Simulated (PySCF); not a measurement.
# What a change does: single-point calculation on SiNH₅

System: SiNH₅.
Method of run A: RKS PBE0-D4/def2-TZVPP, density fitting (PySCF 2.14.0).

The geometry comes from this level: PBE0-D4/def2-TZVP. Text and figures count atoms from 1; the logs count them from 0 in places.

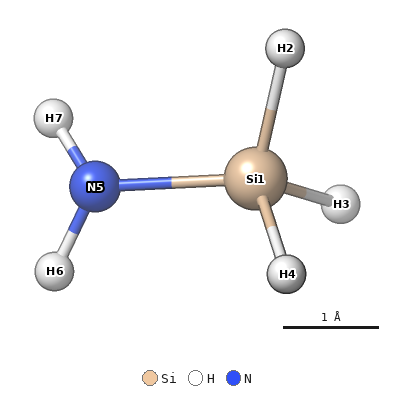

The structure as given in the input (ball-and-stick view, seen at a tilt; atoms are numbered from 1 in the order of the input).

### The input, run A
```python
import json, numpy as np
from pyscf import gto, scf, dft, mp, cc
EV, BOHR = 27.211386245988, 0.529177210903
mol = gto.M(atom="""
Si -0.807079 -0.065526 0.807072
H -0.177475 -1.315035 1.307240
H -2.252020 -0.115196 1.184973
H -0.216033 1.119909 1.480318
N -0.471882 0.059088 -0.875914
H -0.671282 0.920233 -1.359208
H -0.643495 -0.731820 -1.475825
""", basis="def2-tzvpp", charge=0, spin=0, max_memory=8670, verbose=0)
def mean_field(mol, dm=None):
    mf = dft.RKS(mol, xc="pbe0").density_fit()
    mf.conv_tol = 1e-9; mf.grids.level = 4
    mf.kernel(dm0=dm)
    if not mf.converged: mf = mf.newton().run(mf.mo_coeff, mf.mo_occ)
    assert mf.converged
    return mf
def d4(mol):
    from pyscf.dispersion.dftd4 import DFTD4Dispersion
    real = gto.M(atom=[(mol.atom_pure_symbol(i), mol.atom_coord(i)) for i in range(7)], unit='B', charge=mol.charge, spin=None, basis='def2-svp', verbose=0)
    r = DFTD4Dispersion(real, xc="pbe0", atm=True).get_dispersion(grad=True); return r["energy"], r["gradient"]
def energy_and_gradient(mol, dm=None):
    mf = mean_field(mol, dm); e, g = d4(mol)
    return mf, (mf.e_tot + e) * EV, (mf.nuc_grad_method().kernel()[:7] + g) * EV / BOHR
out = {}
mf = mean_field(mol); e = d4(mol)[0]
out.update(energy=(mf.e_tot + e) * EV, converged=True, dispersion=e * EV)
out['s2'] = mf.spin_square()[0]; out['nelec'] = mol.nelec
print(f"Total energy {out['energy']:.6f} eV, <S^2> {out['s2']:.4f}")
json.dump(out, open("out.json", "w"), default=float)
```

Command:
```bash
OMP_NUM_THREADS=4 python run.py
```

Hardware: 4 threads of Arm Neoverse V1, 23 GiB of memory available, shared host.

### Output (run A)
```
Total energy -9445.388833 eV, <S^2> 0.0000
```

The input of run B differs as follows (lines with − go, lines with + come):
```diff
-    mf = dft.RKS(mol, xc="pbe0").density_fit()
+    mf = dft.RKS(mol, xc="pbe").density_fit()
-    r = DFTD4Dispersion(real, xc="pbe0", atm=True).get_dispersion(grad=True); return r["energy"], r["gradient"]
+    r = DFTD4Dispersion(real, xc="pbe", atm=True).get_dispersion(grad=True); return r["energy"], r["gradient"]
```

How does run B compare with run A?

The total energies belong to different models, so their difference says nothing on which is more stable or more accurate. The functional changes from PBE0 to PBE.

### Output (run B)
```
Total energy -9444.380951 eV, <S^2> 0.0000
```

### The two runs side by side

| quantity | run A | run B |
| --- | --- | --- |
| outcome | converged | converged |
| total energy (hartree) | −347.111637 | −347.074598 |
| basis functions | 143 | 143 |
| wall time (shared host) | 4.3 s | 4.9 s |
